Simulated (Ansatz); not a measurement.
**C₂HClF₂: basis-set convergence**

Aim: see how fast density functionals converge with the basis set for C₂HClF₂.

The runs use Ansatz 0.2.0, Gaussian basis; one geometry, several basis sets.

Levels to be run: PBE0-D4/def2-SVP; ωB97M-V/def2-SVP; PBE0-D4/def2-QZVPP; ωB97M-V/def2-QZVPP; the functionals' def2-TZVPP values are taken from earlier runs.

## 1. Structure used throughout

An earlier PBE0-D4 in a triple-zeta def2 set relaxation fixed the geometry.

SMILES `FC(F)=CCl`, 6 atoms, charge 0, spin multiplicity 1.

Atoms are counted from 1 here; the program's logs count them from 0.

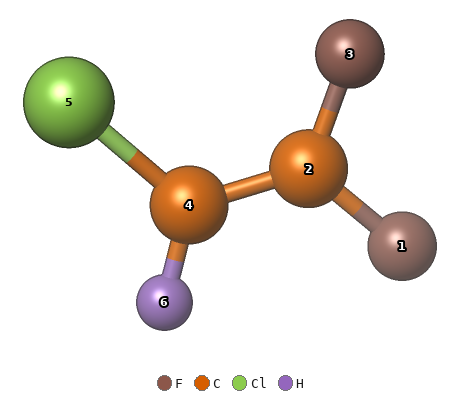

The structure; fluorine brown, carbon orange, chlorine green, hydrogen purple; atoms are numbered from 1 in the order of the file.

## 2. PBE0-D4 in def2-SVP

The input, in.yaml:

```yaml
crystal:
  periodic: [false, false, false]
  atoms:
    - {symbol: F, position_ang: [0.908933, -0.820611, 1.334226]}
    - {symbol: C, position_ang: [0.275016, -0.572761, 0.212778]}
    - {symbol: F, position_ang: [0.199857, -1.643189, -0.530306]}
    - {symbol: C, position_ang: [-0.211603, 0.615963, -0.094202]}
    - {symbol: Cl, position_ang: [-1.032940, 0.915071, -1.559451]}
    - {symbol: H, position_ang: [-0.097263, 1.441529, 0.590856]}
basis:
  gaussian: {orbitals: def2-SVP}
hamiltonian: {xc: pbe0, dispersion: d4}
output: {orbitals: {seedname: orbitals}}
```

Launch:

```bash
ansatz run in.yaml --threads 4 --pin off --events-out ev --progress --plain --max-ram 10444MiB
```

Further steps of the session: ωB97M-V in def2-SVP; PBE0-D4 in def2-QZVPP; ωB97M-V in def2-QZVPP.

Q: Predict the results of all the runs planned. Wanted: PBE0-D4: double and triple zeta above quadruple; ωB97M-V: double and triple zeta above quadruple.

As calculated:

| quantity | value |
| --- | --- |
| PBE0-D4: double and triple zeta above quadruple | 14.09, 0.75 eV |
| ωB97M-V: double and triple zeta above quadruple | 14.20, 0.71 eV |

What this shows: PBE0-D4 gains 13.33 eV from double to triple zeta, then 0.75 eV more. These are total energies; as a rule much of such shifts cancels in differences, which this series doesn't test. The LUMO of ωB97M-V is positive and keeps falling with the basis (2.71 to 2.10 eV): an unbound level that the basis holds in place.
